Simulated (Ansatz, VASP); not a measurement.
# Cross-check of Nb (Nb(111)) between VASP and Ansatz

One calculation is typed for both programs; each brings its own data sets and cutoff. How far apart do they land?

Method: plane waves, with VASP 6.6.1 beside it; band structure at PBE, in Ansatz 0.2.0.

## 1. Set-up

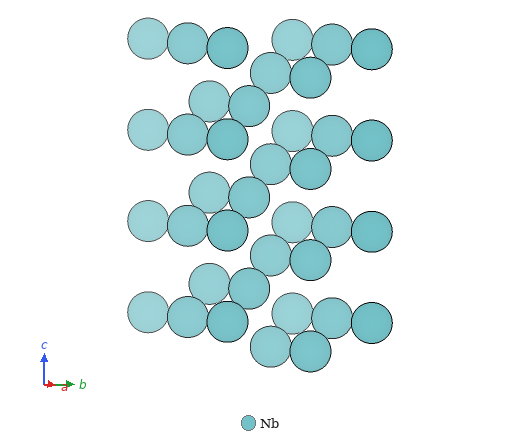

Start, viewed from the side, with the c axis up; niobium teal. 2×1×1 cells are drawn. Some periodic images of atoms are drawn too.

The cell holds 11 atoms: 11 Nb. Its edges and angles: a = 4.667 Å, b = 4.667 Å, c = 27.526 Å, α = 90.0°, β = 90.0°, γ = 60.0°. Vacuum lies along c.

Coordinates:

```xyz
11
Lattice="4.6669 0.0000 0.0000 2.3335 4.0417 0.0000 0.0000 0.0000 27.5263" Properties=species:S:1:pos:R:3
Nb    4.6669    2.6944    9.0000
Nb    0.0000    0.0000    9.9526
Nb    2.3335    1.3472   10.9053
Nb    4.6669    2.6944   11.8579
Nb    0.0000    0.0000   12.8105
Nb    2.3335    1.3472   13.7631
Nb    4.6669    2.6944   14.7158
Nb    0.0000    0.0000   15.6684
Nb    2.3335    1.3472   16.6210
Nb    4.6669    2.6944   17.5737
Nb    0.0000    0.0000   18.5263
```

## 2. VASP: band structure, PBE

The same path points are solved in both programs, so levels can be compared one by one.

Lines of VASP's logs that name or quote its potential files are left out, and so is its time.

Input file INCAR:

```
SYSTEM = Nb
PREC = Normal
ENCUT = 300
EDIFF = 1E-06
NELM = 120
ISMEAR = -1
SIGMA = 0.1
LREAL = .FALSE.
ALGO = Fast
GGA = PE
NBANDS = 90
LORBIT = 11
LWAVE = .FALSE.
LCHARG = .TRUE.
IDIPOL = 3
LDIPOL = .TRUE.
DIPOL = 0.5 0.5 0.5
LVHAR = .TRUE.
LVACPOTAV = .TRUE.
LELF = .TRUE.
NEDOS = 1500
```

Input file POSCAR:

```
Nb
1.0
    4.6669047558      0.0000000000      0.0000000000
    2.3334523779      4.0416580756      0.0000000000
    0.0000000000      0.0000000000     27.5262794416
Nb
11
Direct
    0.6666666667      0.6666666667      0.3269602788
    0.0000000000      0.0000000000      0.3615682230
    0.3333333333      0.3333333333      0.3961761673
    0.6666666667      0.6666666667      0.4307841115
    0.0000000000      0.0000000000      0.4653920558
    0.3333333333      0.3333333333      0.5000000000
    0.6666666667      0.6666666667      0.5346079442
    0.0000000000      0.0000000000      0.5692158885
    0.3333333333      0.3333333333      0.6038238327
    0.6666666667      0.6666666667      0.6384317770
    0.0000000000      0.0000000000      0.6730397212
```

Input file KPOINTS:

```
Automatic mesh
0
Gamma
12 12 1
0 0 0
```

Input file KPOINTS_OPT:

```
Line mode
14
Line-mode
Reciprocal
  0.00000000   0.00000000   0.00000000 GAMMA
  0.00000000  -0.50000000   0.00000000 M

  0.00000000  -0.50000000   0.00000000 M
  0.33333333  -0.33333333   0.00000000 K

  0.33333333  -0.33333333   0.00000000 K
  0.00000000   0.00000000   0.00000000 GAMMA
```

The projector-augmented-wave data sets are Nb_pv (PBE family, release 64).

Started as:

```console
$ mpirun -np 4 vasp_std
```

Numbers of over 12 decimals in the logs are rounded to 6 here.

Output:

```text
[banner, memory and clock lines left out]
running    4 mpi-ranks, on    1 nodes
 distrk:  each k-point on    4 cores,    1 groups
 distr:  one band on    1 cores,    4 groups

 POSCAR found type information on POSCAR Nb
 POSCAR found :  1 types and      11 ions
 LDA part: xc-table for (Slater+PW92), standard interpolation
|                                                                             |
|           W    W    AA    RRRRR   N    N  II  N    N   GGGG   !!!           |
|           W    W   A  A   R    R  NN   N  II  NN   N  G    G  !!!           |
|           W    W  A    A  R    R  N N  N  II  N N  N  G       !!!           |
|           W WW W  AAAAAA  RRRRR   N  N N  II  N  N N  G  GGG   !            |
|           WW  WW  A    A  R   R   N   NN  II  N   NN  G    G                |
|           W    W  A    A  R    R  N    N  II  N    N   GGGG   !!!           |
|                                                                             |
|     The number of bands has been changed from the values supplied in        |
|     The orbitals not found in the WAVECAR file will be initialized with     |
|     random numbers, which is usually adequate. For correlated               |
|     calculations, however, you should redo the groundstate calculation.     |
|     I found NBANDS = 90. Now, NBANDS = 92.                                  |
|                                                                             |

 POSCAR, INCAR and KPOINTS ok, starting setup
 FFT: planning ... GRIDC
 FFT: planning ... GRID_SOFT
 FFT: planning ... GRID
 WAVECAR not read
 entering main loop
       N       E                     dE             d eps       ncg     rms          rms(c)
DAV:   1     0.107608951346E+04    0.10761E+04   -0.49466E+04  4360   0.816E+02
DAV:   2    -0.471721183153E+02   -0.11233E+04   -0.10701E+04  3772   0.477E+02
DAV:   3    -0.114008874631E+03   -0.66837E+02   -0.61962E+02  5024   0.104E+02
DAV:   4    -0.118019968931E+03   -0.40111E+01   -0.38887E+01  5240   0.280E+01
DAV:   5    -0.118179014678E+03   -0.15905E+00   -0.15744E+00  5576   0.561E+00    0.559E+01
RMM:   6    -0.160969860133E+03   -0.42791E+02   -0.90395E+01  5421   0.251E+01    0.361E+01
RMM:   7    -0.169320189015E+03   -0.83503E+01   -0.64845E+01  5426   0.274E+01    0.338E+01
RMM:   8    -0.115746400736E+03    0.53574E+02   -0.20323E+01  4663   0.209E+01    0.227E+01
RMM:   9    -0.107506450543E+03    0.82400E+01   -0.21852E+00  4179   0.852E+00    0.137E+01
RMM:  10    -0.106040147561E+03    0.14663E+01   -0.17559E+00  5319   0.347E+00    0.936E+00
RMM:  11    -0.106143077358E+03   -0.10293E+00   -0.28862E-01  5734   0.160E+00    0.102E+01
RMM:  12    -0.105650760769E+03    0.49232E+00   -0.23760E-01  5451   0.135E+00    0.913E+00
RMM:  13    -0.105099193699E+03    0.55157E+00   -0.66224E-01  5543   0.282E+00    0.568E+00
RMM:  14    -0.105038181495E+03    0.61012E-01   -0.25974E-01  5479   0.154E+00    0.414E+00
[...]
RMM:  29    -0.105025924382E+03   -0.43763E-05   -0.44137E-06  3932   0.548E-03    0.131E-03
RMM:  30    -0.105025931148E+03   -0.67661E-05   -0.22231E-06  3686   0.514E-03    0.219E-03
RMM:  31    -0.105025939207E+03   -0.80587E-05   -0.15203E-06  3600   0.397E-03    0.294E-03
RMM:  32    -0.105025944049E+03   -0.48417E-05   -0.76180E-07  3484   0.340E-03    0.992E-04
RMM:  33    -0.105025945359E+03   -0.13105E-05   -0.28876E-07  3371   0.219E-03    0.810E-04
RMM:  34    -0.105025947977E+03   -0.26176E-05   -0.17862E-07  2840   0.162E-03    0.975E-04
RMM:  35    -0.105025950042E+03   -0.20655E-05   -0.16051E-07  2991   0.145E-03    0.317E-04
RMM:  36    -0.105025950352E+03   -0.31010E-06   -0.90729E-08  2723   0.144E-03
|                                                                             |
|           W    W    AA    RRRRR   N    N  II  N    N   GGGG   !!!           |
|           W    W   A  A   R    R  NN   N  II  NN   N  G    G  !!!           |
|           W    W  A    A  R    R  N N  N  II  N N  N  G       !!!           |
|           W WW W  AAAAAA  RRRRR   N  N N  II  N  N N  G  GGG   !            |
|           WW  WW  A    A  R   R   N   NN  II  N   NN  G    G                |
|           W    W  A    A  R    R  N    N  II  N    N   GGGG   !!!           |
|                                                                             |
|     Did not find any points to average over, which means that no vacuum     |
|     field-free region was found. Please increase the size of  your cell     |
|     in the dimension of the dipole correction to obtain accurate            |
|     workfunction values.                                                    |
|                                                                             |

   1 F= -.10502595E+03 E0= -.10476514E+03  d E =-.521613E+00
 Start KPOINTS_OPT (optional k-point list driver)
k-point batch [1-19\42]
       N       E                     dE             ncg
DAV:   1    -0.188702767403E+05   -0.45207E+05     4384
DAV:   2    -0.388456002985E+05   -0.19975E+05     3696
DAV:   3    -0.401938660769E+05   -0.13483E+04     5224
DAV:   4    -0.402849941999E+05   -0.91128E+02     5088
DAV:   5    -0.402891732725E+05   -0.41791E+01     5808
DAV:   6    -0.402893346567E+05   -0.16138E+00     5400
DAV:   7    -0.402893426220E+05   -0.79654E-02     5848
DAV:   8    -0.402893429473E+05   -0.32530E-03     4744
DAV:   9    -0.402893429713E+05   -0.24006E-04     4736
DAV:  10    -0.402893429728E+05   -0.14750E-05     3544
DAV:  11    -0.402893429730E+05   -0.18234E-06     3344
[...]
k-point batch [39-42\42]
       N       E                     dE             ncg
DAV:   1     0.263201031548E+05   -0.40501E+04      936
DAV:   2     0.218064440465E+05   -0.45137E+04      776
DAV:   3     0.214962843561E+05   -0.31016E+03     1072
DAV:   4     0.214744853422E+05   -0.21799E+02     1032
DAV:   5     0.214733206174E+05   -0.11647E+01     1224
DAV:   6     0.214732851344E+05   -0.35483E-01     1112
DAV:   7     0.214732832406E+05   -0.18937E-02     1232
DAV:   8     0.214732831423E+05   -0.98299E-04      992
DAV:   9     0.214732831338E+05   -0.85747E-05     1008
DAV:  10     0.214732831333E+05   -0.48856E-06      752
```

OUTCAR, selected parts (step 2):

```text
ion  position               nearest neighbor table
   1  0.667  0.667  0.327-   4 2.86   2 2.86   2 2.86   2 2.86   3 3.30   3 3.30   3 3.30
   2  0.000  0.000  0.362-   1 2.86   1 2.86   1 2.86   3 2.86   3 2.86   3 2.86   5 2.86   4 3.30
                             4 3.30   4 3.30
   3  0.333  0.333  0.396-   6 2.86   4 2.86   4 2.86   4 2.86   2 2.86   2 2.86   2 2.86   1 3.30
                             5 3.30   1 3.30   5 3.30   5 3.30   1 3.30
   4  0.667  0.667  0.431-   7 2.86   1 2.86   3 2.86   3 2.86   3 2.86   5 2.86   5 2.86   5 2.86
                             6 3.30   2 3.30   6 3.30   2 3.30   2 3.30   6 3.30
   5  0.000  0.000  0.465-   8 2.86   6 2.86   6 2.86   6 2.86   4 2.86   4 2.86   4 2.86   2 2.86
                             7 3.30   7 3.30   7 3.30   3 3.30   3 3.30   3 3.30
   6  0.333  0.333  0.500-   3 2.86   9 2.86   7 2.86   5 2.86   7 2.86   5 2.86   5 2.86   7 2.86
                             4 3.30   8 3.30   4 3.30   8 3.30   8 3.30   4 3.30
   7  0.667  0.667  0.535-   4 2.86   6 2.86   6 2.86   6 2.86   8 2.86   8 2.86   8 2.86  10 2.86
                             5 3.30   5 3.30   5 3.30   9 3.30   9 3.30   9 3.30
   8  0.000  0.000  0.569-   5 2.86  11 2.86   9 2.86   9 2.86   9 2.86   7 2.86   7 2.86   7 2.86
                             6 3.30  10 3.30   6 3.30  10 3.30   6 3.30  10 3.30
   9  0.333  0.333  0.604-   6 2.86   8 2.86   8 2.86   8 2.86  10 2.86  10 2.86  10 2.86  11 3.30
                             7 3.30   7 3.30  11 3.30  11 3.30   7 3.30
  10  0.667  0.667  0.638-  11 2.86  11 2.86  11 2.86   9 2.86   9 2.86   9 2.86   7 2.86   8 3.30
                             8 3.30   8 3.30
  11  0.000  0.000  0.673-   8 2.86  10 2.86  10 2.86  10 2.86   9 3.30   9 3.30   9 3.30

  LATTYP: Found a hexagonal cell.
 ALAT       =     4.6669047558
 C/A-ratio  =     5.8981875315

 Subroutine GETGRP returns: Found 12 space group operations
 (whereof  6 operations were pure point group operations)

The static configuration has the point symmetry C_3v.
 The point group associated with its full space group is D_3d.

 Found     19 irreducible k-points:

   k-points           NKPTS =     19   k-points in BZ     NKDIM =     19   number of bands    NBANDS=     92

   dimension x,y,z NGX =    20 NGY =   20 NGZ =  120
   dimension x,y,z NGXF=    40 NGYF=   40 NGZF=  240

   ENCUT  =  300.0 eV  22.05 Ry    4.70 a.u.   6.59  6.59 38.87*2*pi/ulx,y,z

   NELECT =     121.0000    total number of electrons

 k-points in reciprocal lattice and weights: Automatic mesh
   0.00000000  0.00000000  0.00000000       0.007
   0.08333333  0.00000000  0.00000000       0.042
   0.16666667  0.00000000  0.00000000       0.042
   0.25000000  0.00000000  0.00000000       0.042
   0.33333333  0.00000000  0.00000000       0.042
   0.41666667  0.00000000  0.00000000       0.042
   0.50000000  0.00000000  0.00000000       0.021
   0.16666667  0.08333333  0.00000000       0.042
   0.25000000  0.08333333  0.00000000       0.083
[...]
-0.41666667  0.25000000  0.00000000       0.083
  -0.33333333  0.33333333  0.00000000       0.014

 dipolmoment           0.000000      0.000000     -0.000004 electrons x Angstroem

 average (electrostatic) potential at core
       1 -40.8033       2 -40.2016       3 -40.4213       4 -40.1755       5 -40.1185
       6 -40.1725       7 -40.1185       8 -40.1755       9 -40.4213      10 -40.2017
      11 -40.8033

 E-fermi :  -0.1184

 k-point     1 :       0.0000    0.0000    0.0000
  band No.  band energies     occupation
    ...
     58      -0.6955      1.99379
     59      -0.5271      1.96699
     60      -0.5271      1.96699
     61      -0.4055      1.89286
     62      -0.4055      1.89286
     63       0.0012      0.46444
     64       0.0012      0.46443
     65       0.0538      0.30329
     66       0.0848      0.23184
     67       0.9442      0.00005
    ...

 k-point     2 :       0.0833    0.0000    0.0000
  band No.  band energies     occupation
    ...
     58      -0.6448      1.98970
     59      -0.4565      1.93423
     60      -0.4510      1.93064
     61      -0.3275      1.78021
     62      -0.3273      1.77973
     63      -0.0021      0.47646
     64       0.0265      0.38055
     65       0.1059      0.19198
     66       0.1807      0.09573
     67       0.9542      0.00004
    ...

 k-point     3 :       0.1667    0.0000    0.0000
  band No.  band energies     occupation
    ...
     58      -0.3746      1.85675
     59      -0.3519      1.82348
     60      -0.3190      1.76293
     61      -0.1612      1.21096
     62      -0.0487      0.66533
     63       0.0090      0.43739
     64       0.0998      0.20280
     65       0.2243      0.06293
     66       0.4827      0.00489
     67       1.0314      0.00002
    ...

  Total       -6.3457073     -6.3457073     -6.3045667      0.0000000      0.0000000     -0.0000000
  in kB      -19.5818895    -19.5818895    -19.4549360      0.0000000      0.0000000     -0.0000000
  external PRESSURE =     -19.5395716 kB  Pullay stress =       0.0000000 kB

  energy-cutoff  :      300.00
  volume of cell :      519.20
      direct lattice vectors                 reciprocal lattice vectors
     4.666904756  0.000000000  0.000000000     0.214274782 -0.123711603  0.000000000
     2.333452378  4.041658076  0.000000000     0.000000000  0.247423206  0.000000000
     0.000000000  0.000000000 27.526279442     0.000000000  0.000000000  0.036328920

 POSITION                                       TOTAL-FORCE (eV/Angst)
 -----------------------------------------------------------------------------------
      4.66690      2.69444      9.00000        -0.000000      0.000000      1.516609
      0.00000      0.00000      9.95263        -0.000000      0.000000      0.054011
      2.33345      1.34722     10.90526         0.000000      0.000000     -1.149396
      4.66690      2.69444     11.85788         0.000000     -0.000000     -0.547237
      0.00000      0.00000     12.81051         0.000000      0.000000     -0.451685
      2.33345      1.34722     13.76314        -0.000000      0.000000     -0.000000
      4.66690      2.69444     14.71577        -0.000000     -0.000000      0.451685
      0.00000      0.00000     15.66840        -0.000000      0.000000      0.547237
      2.33345      1.34722     16.62102        -0.000000     -0.000000      1.149396
      4.66690      2.69444     17.57365         0.000000     -0.000000     -0.054011
      0.00000      0.00000     18.52628         0.000000      0.000000     -1.516609
 -----------------------------------------------------------------------------------
    total drift:                               -0.000001     -0.000001     -0.000776

  FREE ENERGIE OF THE ION-ELECTRON SYSTEM (eV)
  ---------------------------------------------------
  free  energy   TOTEN  =      -105.0259503524 eV

  energy  without entropy=     -104.5043369223  energy(sigma->0) =     -104.76514364

 vacuum level on the upper side and lower side of the slab         3.298         3.298

 total charge
# of ion       s       p       d       tot
------------------------------------------
    1        0.387   6.090   3.029   9.507
    2        0.431   6.212   3.133   9.776
    3        0.412   6.284   3.034   9.730
    4        0.420   6.315   3.102   9.836
    5        0.426   6.302   3.128   9.855
    6        0.432   6.313   3.102   9.847
    7        0.426   6.302   3.128   9.855
    8        0.420   6.315   3.102   9.836
    9        0.412   6.284   3.034   9.730
   10        0.431   6.212   3.133   9.776
   11        0.387   6.090   3.029   9.507
--------------------------------------------------
tot          4.584  68.719  33.952 107.255

[... 3 further parts left out ...]
```

[end of part 1 of 2]

[Lines on the potential files, build, host, timing and source positions are cut from VASP's logs without a mark.]

[Logs are printed without paths, hosts, clocks, repeated set-up lines and the standing remarks that a program may print on its own settings, such as how far it seeks lower states.]

[Hosts, paths, dates, database ids (printed as entryN), source tags and the programs' standing remarks are cut or masked in the printed files.]
